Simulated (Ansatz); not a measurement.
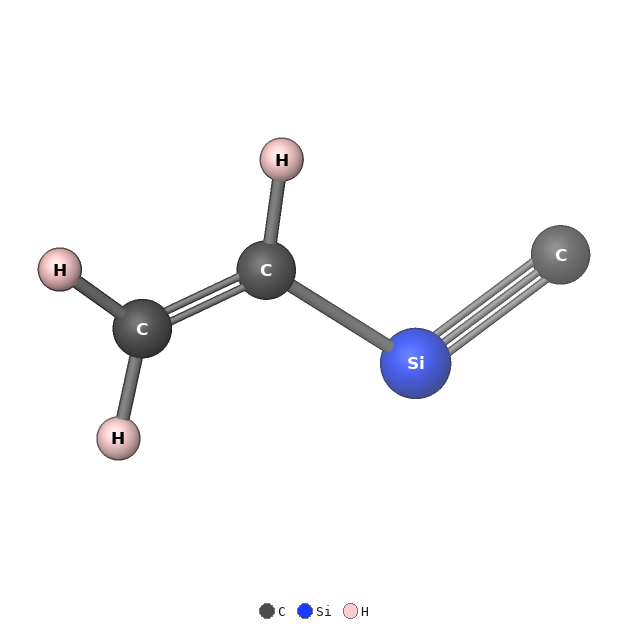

Orthographic view. Atoms fade into the background with distance from the viewer. Charge −1, singlet. The geometry was computed by an optimisation with PBE0-D4/def2-TZVPD. No frequency run is at hand to confirm it as a minimum.

Write the InChI string.

InChI=1S/C3H3Si/c1-3-4-2/h3H,1H2/q-1
